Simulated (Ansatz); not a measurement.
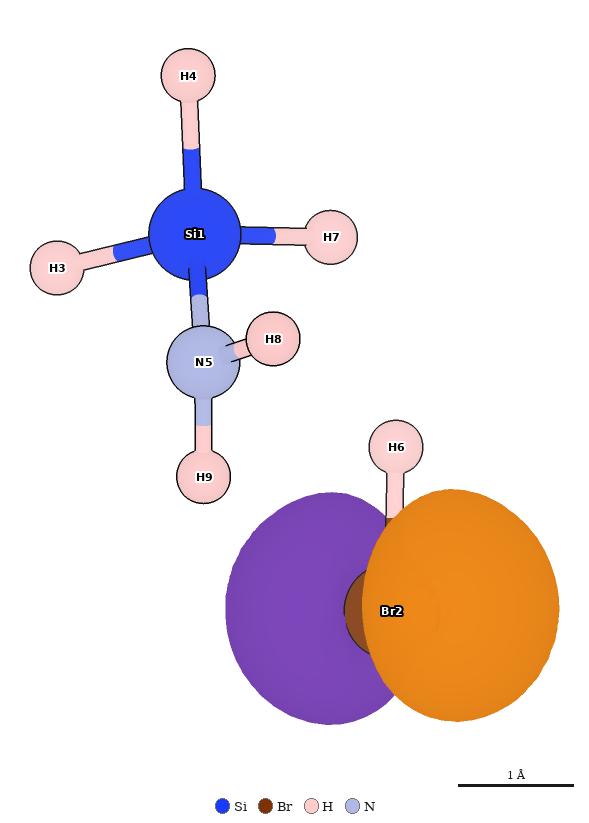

The picture shows: H₅NSi···HBr. The HOMO−1 at ±0.2 Å⁻³ᐟ² (orange and purple are the two phases), seen at an oblique angle.

Method: RKS PBE0-D4/def2-SVP (Ansatz).

```xyz
9

Si   -0.9999   -0.0815   -0.2280
Br    2.7602    0.7594   -0.8284
H    -1.0202   -0.9485   -1.4419
H    -2.3774    0.1339    0.3033
N    -0.0562   -0.8333    1.0052
H     1.4315    1.2896   -0.8676
H    -0.5068    1.2721   -0.6990
H    -0.1342   -0.4994    1.9596
H     0.9030   -1.0922    0.7967
```

Question: Describe this orbital and give its energy.

Answer: Its weight (Hirshfeld) is mainly on Br2 (about 95 %); largely a lone pair of Br2. Its energy is −8.57 eV.
